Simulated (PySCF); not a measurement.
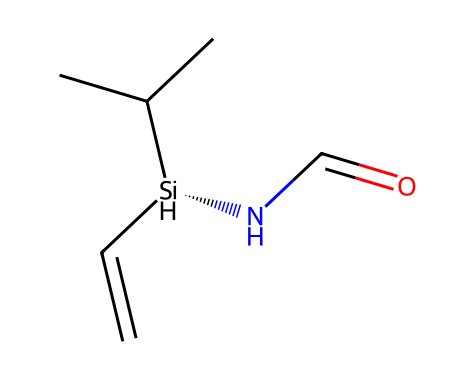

Simulated data, not a measurement (program: PySCF).

Skeletal drawing of a molecule.

Question: Write the SMILES.

Answer: C=C[Si@@H](NC=O)C(C)C

Question: What is the molecular formula?

Answer: C6H13NOSi.

Question: An optimisation with PBE0-D3(BJ)/def2-SVP gave a structure of which point group?

Answer: C1.
